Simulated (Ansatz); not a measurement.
**CH$_{7}$F$_{2}$NSi$_{2}$ (SMILES C[SiH](F)N[SiH2]F): density, localisation and related maps**

```tsv
atom	x (Å)	y (Å)	z (Å)
C	-0.5443	-1.7549	1.2854
Si	0.6046	-0.6980	0.2925
F	1.5320	-1.6867	-0.5640
N	-0.2539	0.3652	-0.7497
Si	0.1007	1.9982	-1.1113
F	-0.7516	3.0040	-0.2034
H	-1.1675	-1.1393	1.9380
H	-1.2021	-2.3361	0.6331
H	0.0154	-2.4586	1.9056
H	1.5138	0.1389	1.1080
H	-1.0785	-0.0158	-1.1946
H	-0.2748	2.3001	-2.5106
H	1.5265	2.2485	-0.8142
```

Geometry: PBE0-D4/def2-TZVP.

The calculation used RKS PBE0-D4/def2-TZVPP (Ansatz).

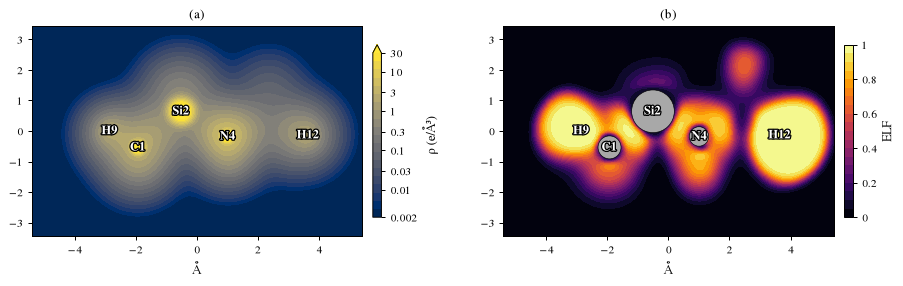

Figure 1. (a) total electron density; (b) ELF on the plane of atoms C1, Si2 and N4. Grey discs cover the atomic cores in the ELF map.

### Interpret the plot.

- The section cuts through C, Si, N and H sites.
- Si–N (1.72 Å): ρ at the midpoint is about 1.1 e/Å³; the ELF peaks at about 0.90 between the atoms: a shared but strongly polarised pair.
- C–Si (1.85 Å): ρ is about 1 e/Å³ halfway; the ELF peaks at about 0.95 between the atoms (a shared electron pair).
- C–H (1.09 Å): ρ is about 1.9 e/Å³ halfway; the ELF climbs to about 1 towards the hydrogen, as it does in any bond to H; an ordinary covalent bond to hydrogen.

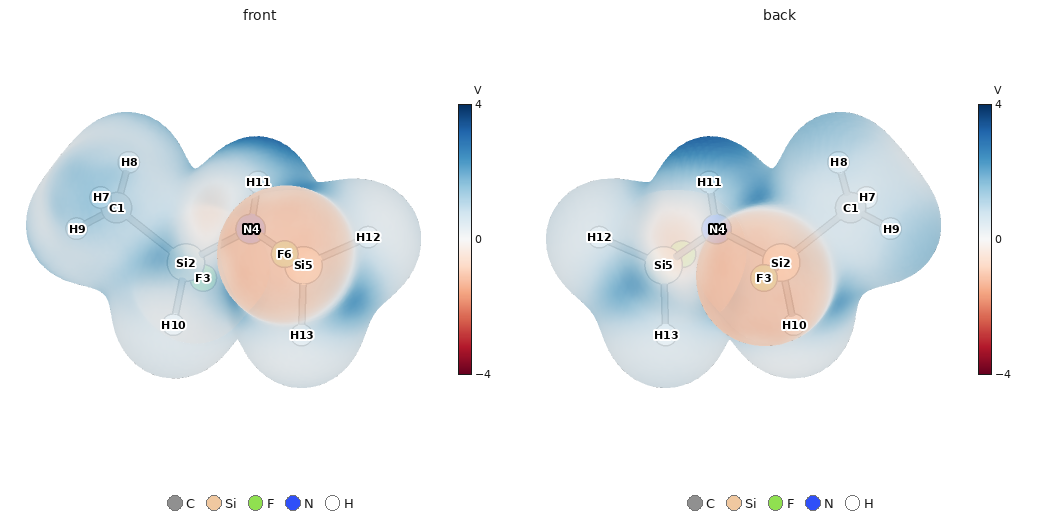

Figure 2. The electrostatic potential painted on the density surface at 0.004 e/bohr³, seen from the front and from behind; the colour scale runs from red (negative) to blue (positive).

### Which sites attract a positive test charge, and which a negative one?

A positive charge is drawn to the negative regions and a negative charge to the positive ones. The most negative region (about −1.1 V) lies over F3 and F6, the most positive (about +3.0 V) over H11.

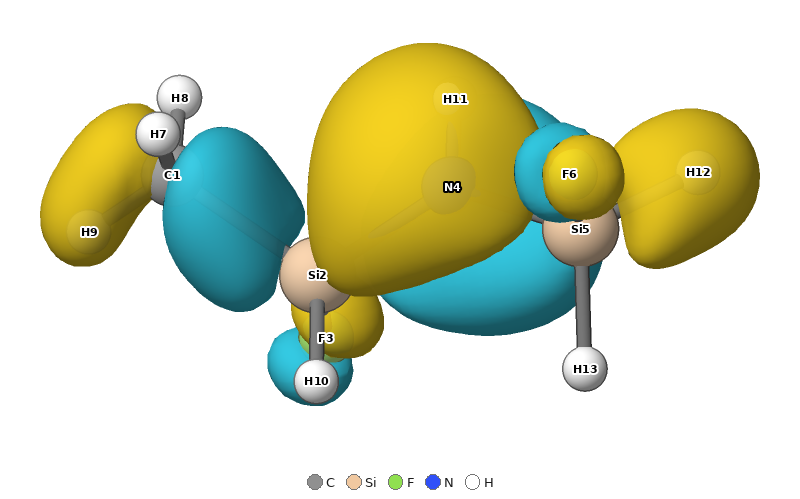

Figure 3. The HOMO at ±0.08 Å⁻³ᐟ² (yellow and cyan are the two phases), seen at a tilt.

### What is the character of this orbital?

It lies mainly on N4 (about 60 %) and Si5 (about 10 %). Its energy is −8.56 eV.
